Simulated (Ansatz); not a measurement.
AlGeH6OF: several calculations on one system

### Relaxation

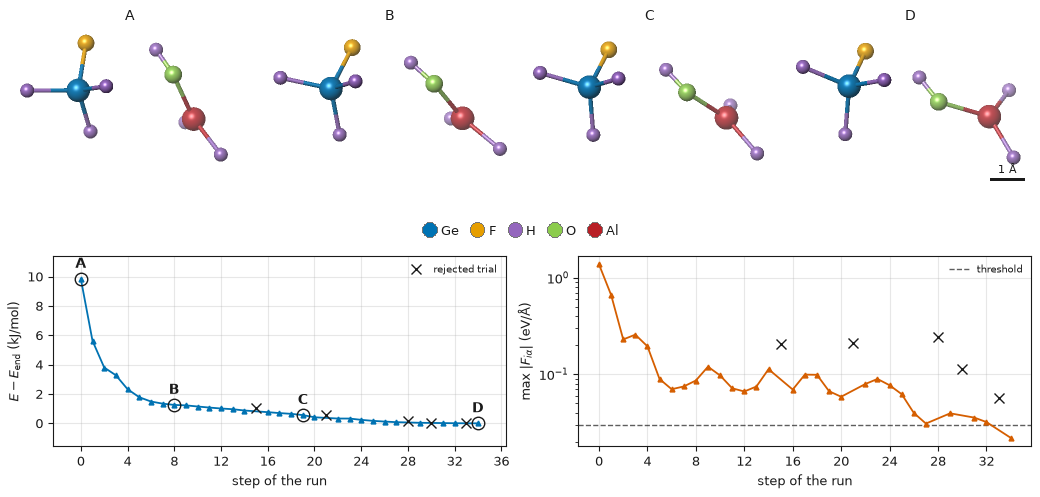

Frames of a relaxation of AlGeH6OF, marked on the history of the run. Style: ball-and-stick. Shown at a tilt.

The run prepares an end point of a later path (reaction) calculation, from a guessed geometry.

These are results of RKS PBE-D4/def2-SVP in Ansatz, not measurements.

The input:
```yaml
crystal:
  periodic: [false, false, false]
  atoms:
    - { symbol: Ge, position_ang: [0.261421, 0.147029, -0.149278] }
    - { symbol: F, position_ang: [0.255331, -0.396701, 1.488823] }
    - { symbol: H, position_ang: [1.770053, 0.172293, -0.530619] }
    - { symbol: H, position_ang: [-0.372823, 1.551146, -0.217356] }
    - { symbol: H, position_ang: [-0.473846, -0.916956, -1.005782] }
    - { symbol: O, position_ang: [-2.459426, 0.02614, 1.046328] }
    - { symbol: Al, position_ang: [-3.461401, -1.062859, 0.155824] }
    - { symbol: H, position_ang: [-3.42355, -2.634855, 0.440067] }
    - { symbol: H, position_ang: [-4.394403, -0.354627, -0.922701] }
    - { symbol: H, position_ang: [-1.839856, -0.268809, 1.756994] }
basis:
  gaussian: { orbitals: def2-SVP }
hamiltonian:
  xc: pbe
  dispersion: d4
relax:
  f_tol: 0.03
  max_steps: 50
```

Run as
```bash
ansatz run input.yaml --threads 4 --pin off --max-ram 5120MiB --backend cpu --events-out ev --progress --plain --runs-dir out
```

> Describe the path.

After 29 accepted moves (34 points after the start) the energy has fallen by 9.85 kJ/mol. Largest force component: 1.4 eV/Å at the start, 0.022 eV/Å at the end. The line search rejected the trial steps at points 15, 21, 28, 30, 33 of the run. H8 moves most after the best rigid fit: 1.63 Å. Largest moves by element: H 1.63 Å, O 1.01 Å, Al 0.51 Å, Ge 0.39 Å, F 0.29 Å. Among the contacts that change: Ge1–F2 1.726 → 1.789 Å, Ge1–H5 1.551 → 1.543 Å, O6–H10 0.988 → 0.981 Å, O6–Al7 1.727 → 1.720 Å. Among the angles between lasting bonds that change: Al7–O6–H10 123.1° → 125.8°, H3–Ge1–H5 109.6° → 111.9°. Cost: 44 s on 4 threads of Arm Neoverse V1 (shared host), peak memory 0.16 GiB. From step 0 to 8: H9 moves most (0.69 Å), energy −8.59 kJ/mol. From step 8 to 19: H8 moves most (0.68 Å), energy −0.69 kJ/mol. From step 19 to 34: H8 moves most (0.70 Å), energy −0.56 kJ/mol.

| step | E − E(0), kJ/mol | largest force component, eV/Å | note |
| --- | --- | --- | --- |
| 0 | 0.00 | 1.3766 |  |
| 1 | -4.23 | 0.6639 |  |
| 2 | -6.04 | 0.2298 |  |
| 3 | -6.57 | 0.2576 |  |
| 4 | -7.52 | 0.1947 |  |
| 5 | -8.07 | 0.0893 |  |
| 6 | -8.36 | 0.0700 |  |
| 7 | -8.51 | 0.0748 |  |
| 8 | -8.59 | 0.0862 |  |
| 9 | -8.62 | 0.1199 |  |
| 10 | -8.70 | 0.0972 |  |
| 11 | -8.77 | 0.0716 |  |
| 13 | -8.88 | 0.0747 |  |
| 14 | -8.97 | 0.1130 |  |
| 15 | -8.83 | 0.2036 | rejected |
| 16 | -9.09 | 0.0695 |  |
| 18 | -9.20 | 0.0988 |  |
| 19 | -9.29 | 0.0668 |  |
| 20 | -9.43 | 0.0585 |  |
| 21 | -9.31 | 0.2126 | rejected |
| 23 | -9.52 | 0.0895 |  |
| 24 | -9.61 | 0.0770 |  |
| 25 | -9.68 | 0.0622 |  |
| 26 | -9.73 | 0.0398 |  |
| 28 | -9.68 | 0.2410 | rejected |
| 29 | -9.81 | 0.0394 |  |
| 30 | -9.81 | 0.1146 | rejected |
| 31 | -9.83 | 0.0356 |  |
| 33 | -9.81 | 0.0574 | rejected |
| 34 | -9.85 | 0.0220 |  |

### Relaxation

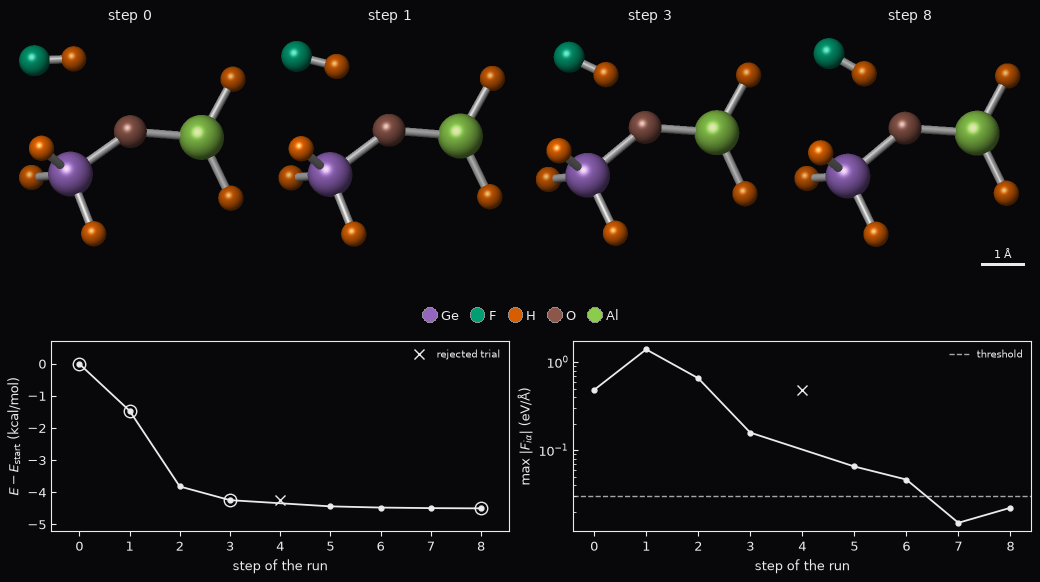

Frames of a relaxation of AlGeH6OF, marked on the history of the run. The picture is a ball-and-stick view, seen at a tilt.

The run prepares an end point of a later path (reaction) calculation, from a guessed geometry.

Theory: RKS PBE-D4/def2-SVP in Ansatz. Settings: no spin polarisation; force threshold 0.03 eV/Å; at most 50 steps.

Describe the path.

Answer. After 7 accepted moves (8 points after the start) the energy has fallen by 4.50 kcal/mol. Largest force component: 0.48 eV/Å at the start, 0.022 eV/Å at the end. The line search rejected the trial step at point 4 of the run. An H atom moves most after the best rigid fit: 0.43 Å. By element the largest moves are H 0.43 Å, F 0.39 Å, O 0.16 Å, Al 0.15 Å, Ge 0.08 Å. Near-neighbour distances that change, for instance: Ge–O 1.788 → 1.827 Å, F–H 0.933 → 0.962 Å, Al–O 1.725 → 1.735 Å, Al–H 1.603 → 1.597 Å. Bond angles that change, for instance: Ge–O–Al 140.8° → 136.6°. From step 0 to 1: an H atom moves most (0.20 Å), energy −1.46 kcal/mol. From step 1 to 3: the F atom moves most (0.30 Å), energy −2.78 kcal/mol. From step 3 to 8: an H atom moves most (0.15 Å), energy −0.26 kcal/mol.

```json
{"step": "0", "E − E(0), kcal/mol": "0.00", "largest force component, eV/Å": "0.4828", "note": ""}
{"step": "1", "E − E(0), kcal/mol": "-1.46", "largest force component, eV/Å": "1.3901", "note": ""}
{"step": "2", "E − E(0), kcal/mol": "-3.82", "largest force component, eV/Å": "0.6557", "note": ""}
{"step": "3", "E − E(0), kcal/mol": "-4.24", "largest force component, eV/Å": "0.1584", "note": ""}
{"step": "4", "E − E(0), kcal/mol": "-4.24", "largest force component, eV/Å": "0.4783", "note": "rejected"}
{"step": "5", "E − E(0), kcal/mol": "-4.44", "largest force component, eV/Å": "0.0654", "note": ""}
{"step": "6", "E − E(0), kcal/mol": "-4.47", "largest force component, eV/Å": "0.0465", "note": ""}
{"step": "7", "E − E(0), kcal/mol": "-4.49", "largest force component, eV/Å": "0.0150", "note": ""}
{"step": "8", "E − E(0), kcal/mol": "-4.50", "largest force component, eV/Å": "0.0223", "note": ""}
```

Limits of the set-up: the start holds two separate molecules, 2.2 Å apart at their closest, whose relative position is a soft coordinate.

### Path

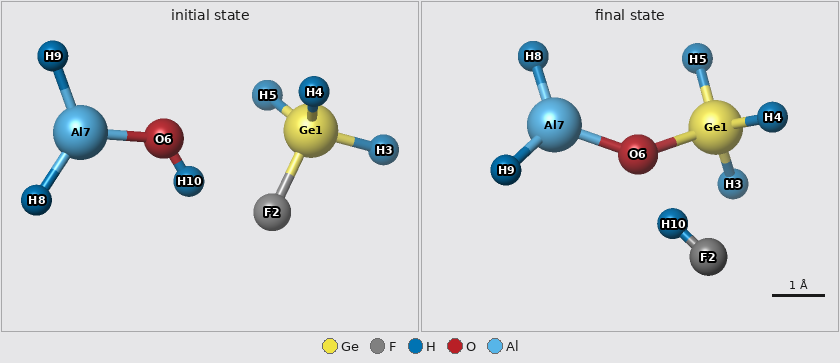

The two relaxed end points of a path for AlGeH6OF. The picture is a ball-and-stick view, seen at a tilt.

Computed with RKS PBE-D4/def2-SVP (Ansatz).

Set-up: 9 movable images; climbing image; force threshold 0.05 eV/Å; iteration limit 60.

Start:
```xyz
10

Ge    0.5737    0.3976   -0.1515
F     0.2281   -0.6962    1.2219
H     2.0935    0.6741   -0.0095
H    -0.2668    1.6742    0.0620
H     0.2486   -0.3815   -1.4434
O    -2.2727   -0.6445    0.3105
Al   -3.9161   -1.1474    0.3811
H    -4.4117   -2.1639    1.5141
H    -4.8543   -0.5276   -0.7475
H    -1.5608   -0.9230    0.9246
```

End:
```xyz
10

Ge   -0.2374    0.0665   -0.4998
F    -0.3892    0.2040    2.5024
H     0.9352   -0.8358   -0.0582
H    -0.0071    1.5626   -0.1963
H    -0.5868   -0.1576   -1.9984
O    -1.7123   -0.4554    0.4443
Al   -3.2602   -1.1508    0.0825
H    -3.6108   -1.4616   -1.4440
H    -4.2008   -1.4131    1.3378
H    -1.0691   -0.0970    1.8921
```

### Predict the minimum-energy path and its barrier.

The highest point, image 6, lies 0.75 eV above the start and 0.62 eV above the end; the end is at +0.13 eV relative to the start. Breaking: Ge1–F2 (1.79 → 2.04 at the top → 3.01 Å), O6–H10 (0.98 → 1.09 at the top → 1.62 Å). Forming: F2–H10 (1.83 → 1.31 at the top → 0.96 Å), Ge1–O6 (3.07 → 2.06 at the top → 1.83 Å). The band is converged. At the top, the vibrational analysis gives one imaginary mode (294i cm⁻¹), as a transition state must have.

Energies of the converged images:

| image | path (Å) | E (eV) |
| --- | --- | --- |
| 0 | 0.00 | 0.000 |
| 1 | 1.29 | 0.006 |
| 2 | 2.59 | 0.017 |
| 3 | 3.88 | 0.042 |
| 4 | 5.17 | 0.105 |
| 5 | 6.46 | 0.249 |
| 6 | 7.75 | 0.753 |
| 7 | 8.05 | 0.596 |
| 8 | 8.36 | 0.317 |
| 9 | 8.66 | 0.161 |
| 10 | 8.96 | 0.131 |

The geometry at the top of the path:

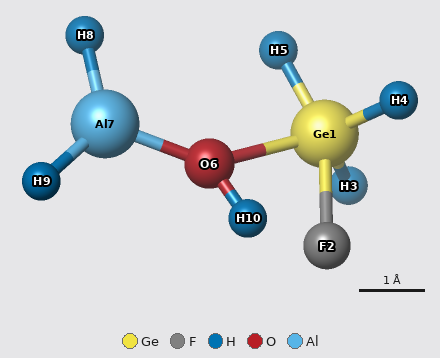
